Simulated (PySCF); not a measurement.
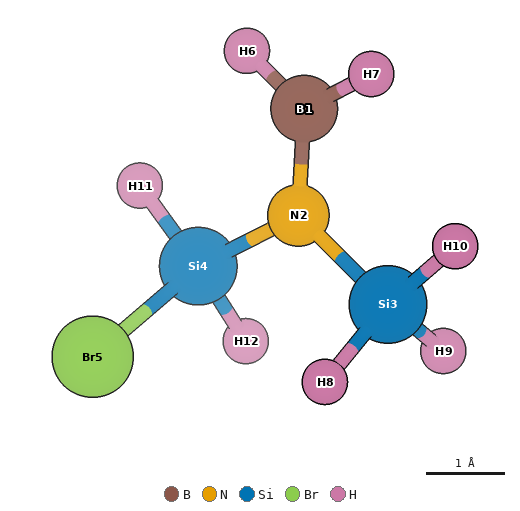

This is the input geometry for a relaxation of BSi2NH7Br. A ball-and-stick model, seen at a tilt.

The start comes from GFN2-xTB. Its atoms were then displaced at random by about 0.01 Å.

Method: PBE0-D3(BJ)/def2-SVP geometry optimisation, gas phase in PySCF.

```xyz
12

B     0.1080    1.6579   -0.3968
N    -0.0174    0.3217   -0.0466
Si   -1.5327   -0.5921   -0.2229
Si    1.3857   -0.5172    0.6267
Br    2.0158   -2.0493   -0.8238
H     1.0951    2.2575   -0.2392
H    -0.8315    2.2283   -0.8548
H    -1.1905   -1.7940   -0.9835
H    -1.9299   -0.9255    1.1702
H    -2.4738    0.2601   -0.8877
H     2.4701    0.3705    0.8228
H     0.9408   -1.2461    1.8267
```

Where does the relaxation end?

Br5 moves most after the best rigid fit: 0.39 Å. Largest moves by element: Br 0.39 Å, H 0.29 Å, B 0.11 Å, Si 0.09 Å, N 0.04 Å. Near-neighbour distances that change, for instance: Si4–H11 1.415 → 1.482 Å, Si3–H10 1.433 → 1.486 Å, B1–H6 1.166 → 1.211 Å, B1–N2 1.387 → 1.417 Å. Bond angles that change, for instance: N2–Si3–H9 104.5° → 109.1°, N2–Si3–H8 105.9° → 109.3°, N2–B1–H6 122.5° → 119.4°. Over 13 geometry steps the energy falls by 4.66 kcal/mol. Cost: 75 s on 1 thread of Intel(R) Xeon(R) 6975P-C (shared host).

Final geometry:

```xyz
12

B     0.1377    1.6190   -0.4946
N    -0.0158    0.2933   -0.0168
Si   -1.5717   -0.5614   -0.1459
Si    1.3895   -0.5320    0.6420
Br    2.3189   -1.8255   -0.9123
H     1.2193    2.1587   -0.4153
H    -0.8072    2.2041   -0.9730
H    -1.3899   -1.7970   -0.9621
H    -2.0255   -0.9610    1.2193
H    -2.5591    0.3513   -0.7793
H     2.3978    0.4573    1.0903
H     0.9458   -1.4351    1.7387
```

The end point in the same view:

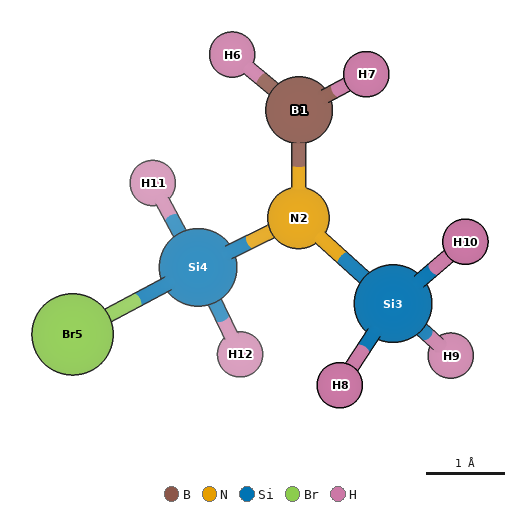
